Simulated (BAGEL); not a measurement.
# One shape, several levels: quartet CHF2O

Wanted: a comparison of 3 runs (UHF/3-21G, UHF/6-31G*, UHF/6-311+G**) of quartet CHF2O. 

The results are computed with BAGEL 1.2.2.

1 further run of the same task is left out (it didn't finish).

## Step 1: Starting point

CHF2O has 5 atoms, charge 0, and is taken as a quartet. SMILES of the parent species: `[O]C(F)F`. Geometry: relaxed at PBE0-D4/def2-TZVP. That shape belongs to the parent species and isn't relaxed for this state.

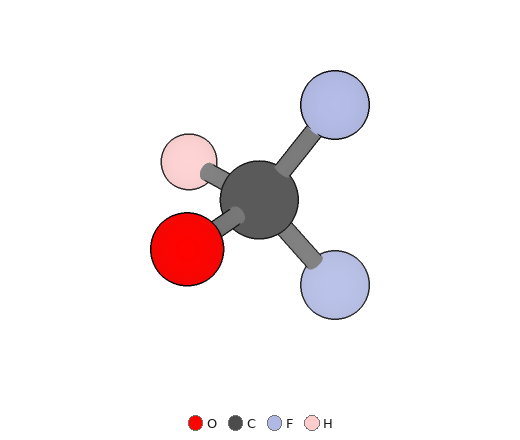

Viewed from a chosen angle; oxygen red, carbon dark grey, fluorine light blue, hydrogen pink.

## Step 2: A single-point energy at UHF/3-21G (density fitting with qzvpp-jkfit) (run 1)

job.json reads:

```json
{ "bagel" : [

{
  "title" : "molecule",
  "basis" : "3-21g",
  "df_basis" : "qzvpp-jkfit",
  "angstrom" : true,
  "geometry" : [
    { "atom" : "O", "xyz" : [      -0.541600,      -0.387700,       1.137900 ] },
    { "atom" : "C", "xyz" : [       0.011000,       0.001200,       0.004100 ] },
    { "atom" : "F", "xyz" : [       1.102700,      -0.708000,      -0.342800 ] },
    { "atom" : "F", "xyz" : [      -0.825400,      -0.034200,      -1.051500 ] },
    { "atom" : "H", "xyz" : [       0.303300,       1.055000,       0.210800 ] }
  ]
},

{ "title" : "uhf", "nopen" : 3 },

{ "title" : "print", "file" : "orbitals.molden", "orbitals" : true }

]}
```

Command:

```console
$ BAGEL_NUM_THREADS=1 BAGEL job.json > job.out
```

Log:

```text
* using 1 threads per process

  ===============================================================
  ===============================================================

  *** Geometry ***

  { "atom" : "O", "xyz" : [     -1.023476,     -0.732647,      2.150319 ] },
  { "atom" : "C", "xyz" : [      0.020787,      0.002268,      0.007748 ] },
  { "atom" : "F", "xyz" : [      2.083801,     -1.337926,     -0.647798 ] },
  { "atom" : "F", "xyz" : [     -1.559780,     -0.064629,     -1.987047 ] },
  { "atom" : "H", "xyz" : [      0.573154,      1.993661,      0.398354 ] },

  Number of auxiliary basis functions:      324

  Since a DF basis is specified, we compute 2- and 3-index integrals:
    o Being stored without compression. Storage requirement is 0.004 GB

  Number of basis functions:       38
  Number of electrons      :       33

    * METHOD: MOLECULE                             0.06

  *** Open-shell HF ***

  === Nuclear Repulsion ===
   125.3716852213

      * DIIS with orbital gradients will be used.

  === UHF iteration (3-21g) ===
      0       -309.82369080          0.06449800           0.02
      1       -309.94557690          0.04531121           0.02
      2       -309.99380929          0.02816716           0.02
      3       -310.01850651          0.00357692           0.02
      4       -310.02535195          0.00158007           0.02
      5       -310.02696973          0.00087742           0.02
      6       -310.02769426          0.00035025           0.02
      7       -310.02776909          0.00023669           0.02
      8       -310.02779630          0.00014128           0.02
      9       -310.02780732          0.00010866           0.02
     10       -310.02781145          0.00008486           0.02
     11       -310.02781500          0.00006069           0.02
     12       -310.02781719          0.00003470           0.02
     13       -310.02781822          0.00001481           0.02
     14       -310.02781837          0.00001045           0.02
     15       -310.02781847          0.00000427           0.02
     16       -310.02781849          0.00000194           0.02
     17       -310.02781849          0.00000116           0.02
     18       -310.02781849          0.00000063           0.02
     19       -310.02781849          0.00000028           0.02
     20       -310.02781849          0.00000011           0.02
     21       -310.02781849          0.00000008           0.02
     22       -310.02781849          0.00000004           0.02
     23       -310.02781849          0.00000003           0.02
     24       -310.02781849          0.00000002           0.02
     25       -310.02781849          0.00000001           0.02
    * SCF iteration converged.

    * S^2 (UHF) is 3.7682

    * Permanent dipole moment:
           (    0.441450,     0.853422,    -0.389531) a.u.

    * METHOD: UHF                                  0.54

    * METHOD: PRINT                                0.00

  ===============================================================
```

Run time: 0.76 s. Hardware: 1 thread of Arm Neoverse V2, shared host; peak memory 0.082 GiB.

## Step 3: A single-point energy at UHF/6-31G(d) (density fitting with qzvpp-jkfit, spherical functions) (run 2)

input.json reads:

```json
{ "bagel" : [

{
  "title" : "molecule",
  "basis" : "6-31gs.json",
  "df_basis" : "qzvpp-jkfit",
  "angstrom" : "true",
  "geometry" : [
    { "atom" : "O", "xyz" : [   -0.541600,   -0.387700,    1.137900 ] },
    { "atom" : "C", "xyz" : [    0.011000,    0.001200,    0.004100 ] },
    { "atom" : "F", "xyz" : [    1.102700,   -0.708000,   -0.342800 ] },
    { "atom" : "F", "xyz" : [   -0.825400,   -0.034200,   -1.051500 ] },
    { "atom" : "H", "xyz" : [    0.303300,    1.055000,    0.210800 ] }
  ]
},
{
  "title" : "uhf",
  "charge" : 0,
  "nopen" : 3
},
{
  "title" : "print",
  "file" : "orbitals.molden",
  "orbitals" : "true"
}

]}
```

The basis set 6-31G* is read from a file made from the Basis Set Exchange's data (not shown).

Command:

```console
$ BAGEL_NUM_THREADS=1 BAGEL input.json > input.out
```

Log:

```text
* using 1 threads per process

  ===============================================================
  ===============================================================

  *** Geometry ***

  { "atom" : "O", "xyz" : [     -1.023476,     -0.732647,      2.150319 ] },
  { "atom" : "C", "xyz" : [      0.020787,      0.002268,      0.007748 ] },
  { "atom" : "F", "xyz" : [      2.083801,     -1.337926,     -0.647798 ] },
  { "atom" : "F", "xyz" : [     -1.559780,     -0.064629,     -1.987047 ] },
  { "atom" : "H", "xyz" : [      0.573154,      1.993661,      0.398354 ] },

  Number of auxiliary basis functions:      324

  Since a DF basis is specified, we compute 2- and 3-index integrals:
    o Being stored without compression. Storage requirement is 0.009 GB

  Number of basis functions:       58
  Number of electrons      :       33

    * METHOD: MOLECULE                             0.07

  *** Open-shell HF ***

  === Nuclear Repulsion ===
   125.3716852213

      * DIIS with orbital gradients will be used.

  === UHF iteration (6-31gs.json) ===
      0       -311.45288126          0.05029125           0.03
      1       -311.58902165          0.03917441           0.03
      2       -311.66280851          0.02531087           0.03
      3       -311.71105701          0.00381444           0.03
      4       -311.72600950          0.00186915           0.03
      5       -311.72944377          0.00123104           0.03
      6       -311.73178134          0.00043881           0.03
      7       -311.73209575          0.00026902           0.03
      8       -311.73220634          0.00017105           0.03
      9       -311.73222786          0.00012076           0.03
[... 14 lines of this table left out ...]
     24       -311.73225827          0.00000010           0.03
     25       -311.73225827          0.00000005           0.03
     26       -311.73225827          0.00000002           0.03
     27       -311.73225827          0.00000001           0.03
    * SCF iteration converged.

    * S^2 (UHF) is 3.7736

    * Permanent dipole moment:
           (    0.476837,     1.042683,    -0.305869) a.u.

    * METHOD: UHF                                  0.97

    * METHOD: PRINT                                0.01

  ===============================================================
```

It took 1.2 s on 1 thread of Arm Neoverse V2, shared host; peak memory 0.082 GiB.

## Step 4: The energy at UHF/6-311+G(d,p) (density fitting with qzvpp-jkfit) (run 3)

input.json reads:

```json
{ "bagel" : [

{
  "title" : "molecule",
  "basis" : "6-311+gss.json",
  "df_basis" : "qzvpp-jkfit",
  "angstrom" : true,
  "geometry" : [
    { "atom" : "O", "xyz" : [      -0.541600,      -0.387700,       1.137900 ] },
    { "atom" : "C", "xyz" : [       0.011000,       0.001200,       0.004100 ] },
    { "atom" : "F", "xyz" : [       1.102700,      -0.708000,      -0.342800 ] },
    { "atom" : "F", "xyz" : [      -0.825400,      -0.034200,      -1.051500 ] },
    { "atom" : "H", "xyz" : [       0.303300,       1.055000,       0.210800 ] }
  ]
},

{
  "title" : "uhf",
  "nopen" : 3
},

{
  "title" : "print",
  "file" : "orbitals.molden",
  "orbitals" : true
}

]}
```

The basis set 6-311+G** is read from a file made from the Basis Set Exchange's data (not shown).

Command:

```console
$ BAGEL_NUM_THREADS=1 BAGEL input.json > input.out
```

Log:

```text
* using 1 threads per process

  ===============================================================
  ===============================================================

  *** Geometry ***

  { "atom" : "O", "xyz" : [     -1.023476,     -0.732647,      2.150319 ] },
  { "atom" : "C", "xyz" : [      0.020787,      0.002268,      0.007748 ] },
  { "atom" : "F", "xyz" : [      2.083801,     -1.337926,     -0.647798 ] },
  { "atom" : "F", "xyz" : [     -1.559780,     -0.064629,     -1.987047 ] },
  { "atom" : "H", "xyz" : [      0.573154,      1.993661,      0.398354 ] },

  Number of auxiliary basis functions:      324

  Since a DF basis is specified, we compute 2- and 3-index integrals:
    o Being stored without compression. Storage requirement is 0.023 GB

  Number of basis functions:       94
  Number of electrons      :       33

    * METHOD: MOLECULE                             0.09

  *** Open-shell HF ***

  === Nuclear Repulsion ===
   125.3716852213

      * DIIS with orbital gradients will be used.

  === UHF iteration (6-311+gss.json) ===
      0       -311.41917117          0.06200872           0.06
      1       -311.58800832          0.05788102           0.06
      2       -311.71527909          0.04016188           0.06
      3       -311.84220881          0.00511493           0.06
      4       -311.87274473          0.00318264           0.06
      5       -311.88477711          0.00200024           0.06
      6       -311.89308106          0.00157445           0.06
      7       -311.89584558          0.00131503           0.06
      8       -311.89952462          0.00109109           0.06
      9       -311.90154694          0.00072851           0.06
[... 19 lines of this table left out ...]
     29       -311.90307938          0.00000004           0.06
     30       -311.90307938          0.00000002           0.06
     31       -311.90307938          0.00000001           0.06
     32       -311.90307938          0.00000000           0.06
    * SCF iteration converged.

    * S^2 (UHF) is 3.7688

    * Permanent dipole moment:
           (    0.274663,     1.493324,     0.672335) a.u.

    * METHOD: UHF                                  2.14

    * METHOD: PRINT                                0.02

  ===============================================================
```

It took 2.4 s on 1 thread of Arm Neoverse V2, shared host; peak memory 0.088 GiB.

## Step 5: Overview of the runs

| run | level | energy (Eh) | dipole moment (D) | ⟨S²⟩ | wall time |
| --- | --- | --- | --- | --- | --- |
| 1 | UHF/3-21G (density fitting with qzvpp-jkfit) | -310.027818 | 2.64 | 3.768 | 0.76 s |
| 2 | UHF/6-31G* (density fitting with qzvpp-jkfit, spherical functions) | -311.732258 | 3.02 | 3.774 | 1.2 s |
| 3 | UHF/6-311+G** (density fitting with qzvpp-jkfit) | -311.903079 | 4.22 | 3.769 | 2.4 s |

## Step 6: Results

| quantity | value |
| --- | --- |
| run 3: total energy | -311.90308 Eh |
| run 3: dipole moment | 4.22 D |
| run 3: ⟨S²⟩ | 3.769 |

The dipole moment (its size) runs from 2.64 D (UHF/3-21G) to 4.22 D (UHF/6-311+G**). All runs together took 4.4 s, the longest 2.4 s.
